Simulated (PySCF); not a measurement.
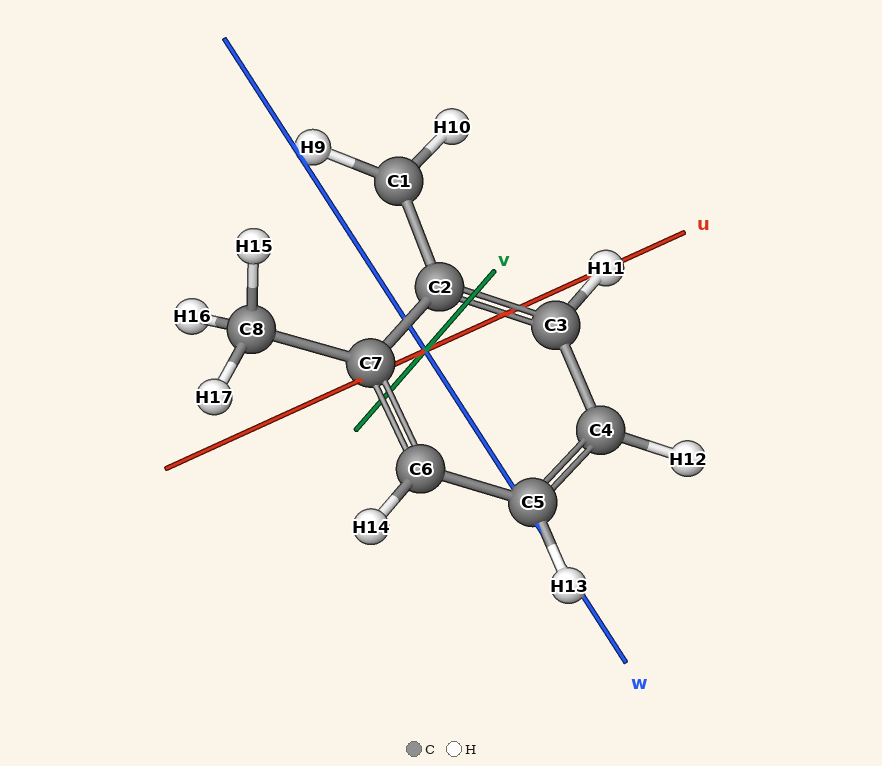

The lines u, v and w are the principal axes of the static dipole polarisability. State: charge +1, singlet. The geometry was computed by an optimisation with GFN2-xTB. No frequency run is at hand to confirm it as a minimum. Level of theory: PBE0/def2-SVPD (PySCF 2.14.0).

> Along which axis is the molecule most polarisable, and along which least?

Most along w (nearly parallel to the C6–C7 bond), least along v.

> Give the three principal values.

u 98.2, v 49.4, w 121.2 bohr³; mean 89.6, anisotropy 63.6 bohr³.
